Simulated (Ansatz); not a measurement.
Electronic density of states of amorphous Al₂₈O₄₃Ba, density 3.26 g/cm³, on a 2×2×2 Γ-centred mesh with a Gaussian width of 0.1 eV; energies count from the Fermi level, whose place inside the gap is arbitrary. Cell and mesh are small, so fine structure isn't converged. All values below come from PBE, scalar-relativistic without spin-orbit coupling (plane waves to 420 eV, PAW; Ansatz, a program for electronic structure). Sampling: a 2×2×2 Γ-centred mesh; Fermi-Dirac width 0.02 eV; no spin polarisation. At PBE the levels at the filled edge of the gap are localised (band-tail or defect states), and the nearest spread-out levels lie 3.9 eV apart at the zone centre.

Preparation: random packing, a CHGNet melt and quench, and a DFT relaxation. O atoms were pushed apart under 1.9 Å during the dynamics, to hinder bonds among them. The hot cell started wider than the set density and was brought back towards it in steps. It is the lowest in DFT energy of 2 quenches. It is a model cell: composition and starting density were chosen by hand, and all elements were melted together. No dispersion term was used. Its density started from a set value of 3.26 and ended at 3.26 g/cm³. The simulated quench (nominally 280 K/ps over its main leg) is rapid and tends to freeze in more defects than a deposited or slowly cooled glass has. A cell of this size samples the disorder only roughly. The volume was held where the preparation left it and the shape relaxed, at a PBE pressure of 2.1 GPa. Stress components on the final sampling reach 2.1 GPa.

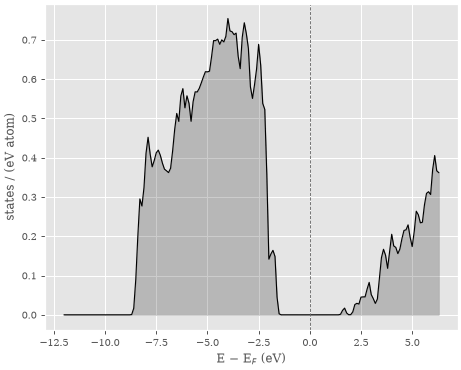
Figure. Density of states per atom

The level gap on this mesh is 3.38 eV; the broadening fills part of it in the curve.
